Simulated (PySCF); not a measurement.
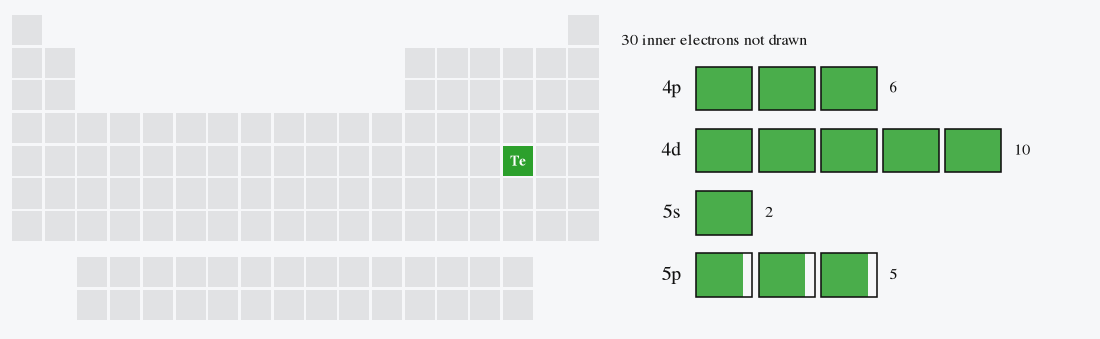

Fig. 1: Left, the place of tellurium in the periodic table; right, the outer shells of the nominal configuration: a box for each of the 2l + 1 orbitals, shaded by the share of the shell that is filled, with the electron count at the right.

# Run report: Te⁻, atomic calculation

- system: Te⁻, configuration 1s2 2s2 2p6 3s2 3p6 3d10 4s2 4p6 4d10 5s2 5p5, multiplicity 2.
- method: unrestricted HF, aug-cc-pVQZ-PP with ECP28, scalar-relativistic core potential (PySCF)

**Summary**

```tsv
quantity	value
outcome	converged
total energy (valence electrons, under a core potential)	−267.045732 hartree
⟨S²⟩	0.764
⟨L²⟩	2.06
static polarisability	82.6 bohr³
C₆ of the like pair	1230 hartree bohr⁶
SCF iterations	9
hardware	1 CPU thread, shared host
CPU time	40 s (integrals apart)
```

**Input file**
```python
from pyscf import gto, scf, dft, mp, cc
mol = gto.M(atom="Te 0 0 0", charge=-1, spin=1, symmetry="D2h",
            basis="aug-cc-pVQZ-PP",
            ecp="aug-cc-pVQZ-PP")
mf = scf.UHF(mol)
mf.irrep_nelec = {'Ag': (4, 4), 'B1g': (1, 1), 'B2g': (1, 1), 'B3g': (1, 1), 'B1u': (2, 2), 'B2u': (2, 2), 'B3u': (2, 1)}
mf.kernel()
```

The script is an equivalent of what the driver set up; the driver started from orbitals of its own, so the log can be shorter than this script's would be, and it computed the properties (radii, ⟨L²⟩, response) afterwards. It held the occupations shell by shell, which the script's counts by irreducible representation don't always enforce.

**Log (extracts)**
```
damping factor = 0
level_shift factor = 0
DIIS = <class 'pyscf.scf.diis.CDIIS'>
diis_start_cycle = 1
diis_space = 10
diis_damp = 0
SCF conv_tol = 1e-09
SCF conv_tol_grad = None
number electrons alpha = 13  beta = 12
cycle= 1 E= -267.044897886792  delta_E= -0.0044  |g|= 0.0233  |ddm|= 0.0718
cycle= 2 E= -267.045554936529  delta_E= -0.000657  |g|= 0.01  |ddm|= 0.026
cycle= 3 E= -267.045722009078  delta_E= -0.000167  |g|= 0.00147  |ddm|= 0.0218
cycle= 4 E= -267.045728988935  delta_E= -6.98e-06  |g|= 0.000815  |ddm|= 0.00639
cycle= 5 E= -267.045731281623  delta_E= -2.29e-06  |g|= 0.000423  |ddm|= 0.00404
cycle= 6 E= -267.04573233866  delta_E= -1.06e-06  |g|= 0.000111  |ddm|= 0.00427
cycle= 7 E= -267.045732392054  delta_E= -5.34e-08  |g|= 2.63e-05  |ddm|= 0.00102
cycle= 8 E= -267.045732394089  delta_E= -2.03e-09  |g|= 6.4e-06  |ddm|= 0.000169
cycle= 9 E= -267.045732394197  delta_E= -1.08e-10  |g|= 1.04e-06  |ddm|= 3.79e-05
converged SCF energy = -267.045732394197  <S^2> = 0.76400933  2S+1 = 2.0139606
```

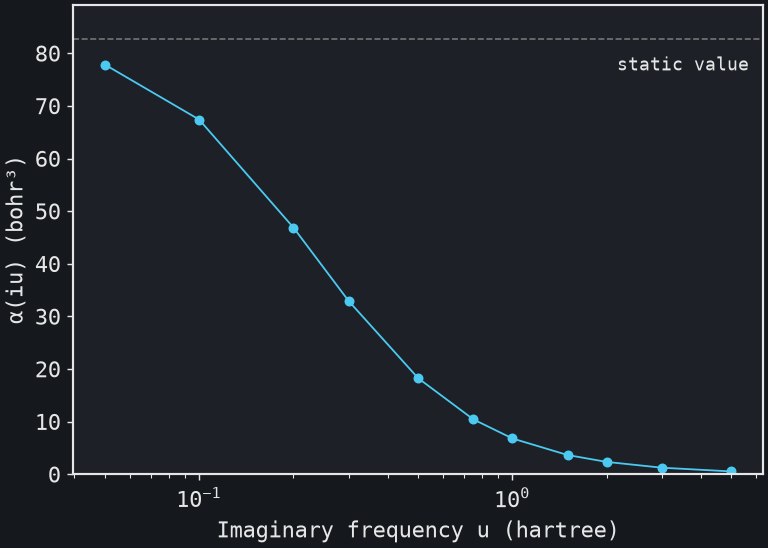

Fig. 2: Dipole polarisability at imaginary frequency of Te⁻ ([Kr] 4d¹⁰ 5s² 5p⁵). Coupled response at the HF level; PySCF, aug-cc-pVQZ-PP with a 28-electron core potential, unrestricted single determinants, no spin-orbit coupling. The static dipole polarisability is 82.6 bohr³; α(iu) falls to half of it near u = 0.24 hartree. The Casimir–Polder integral gives C₆ = 1230 hartree bohr⁶ for two such species.

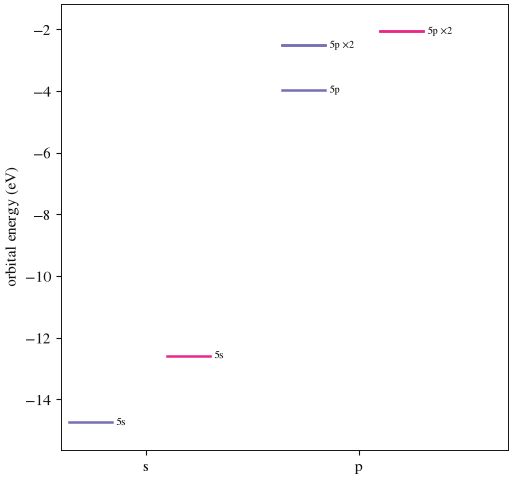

Fig. 3: Orbital energies of the mean field, from the top down to −14.7 eV, by angular momentum, α spin at the left of each column and β at the right; ×n counts the orbitals under one label. The highest filled orbital is 5p β at −2.07 eV, the lowest empty one p β at 4.35 eV.

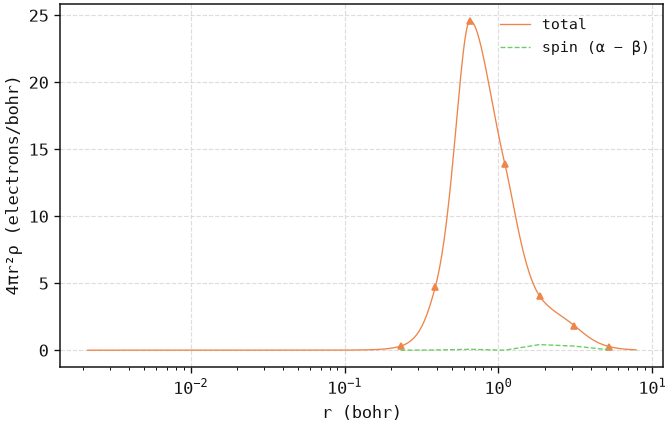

Fig. 4: Spherically averaged radial density 4πr²ρ of the mean field (valence electrons alone, under a core potential) and its spin part; markers are the stored points, which are sparse, and the line is a monotone interpolation between them. The largest stored value is 24.6 electrons/bohr at r = 0.65 bohr. Root-mean-square radii of the shells: 4s 0.820, 4p 0.882, 4d 1.04, 5s 2.36, 5p 3.22 bohr.
